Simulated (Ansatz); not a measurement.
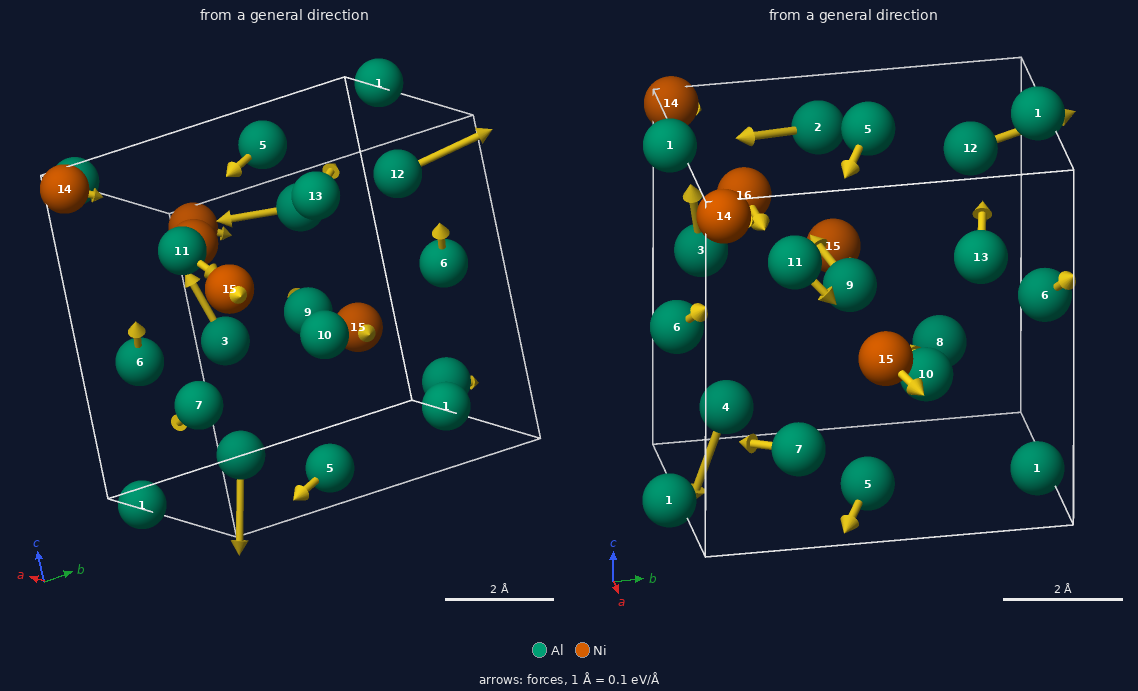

Drawn in the spheres-only manner and seen from two general directions. Thin lines show the simulation cell, with boundary atoms drawn in all their periodic places. The arrows are the computed forces on the atoms.

System: Al₁₃Ni₃. The calculation used DFT PBE, scalar-relativistic, plane waves, PAW in Ansatz, with plane waves up to 420 eV, k-point mesh 5×5×5, Gaussian smearing of 0.1 eV, no spin polarisation (a spin-restricted run, not always the ground state).

Is the structure at a minimum of the energy?

Answer. No. The atoms still feel forces of up to about 0.15 eV/Å, above a usual threshold of 0.01 to 0.03 eV/Å.

The model was built from a structure type filled with these elements by a generator (whether the compound takes this form wasn't checked). Earlier steps of the study may have refined or changed the cell and positions. An electronic-structure calculation with Ansatz was run on it.
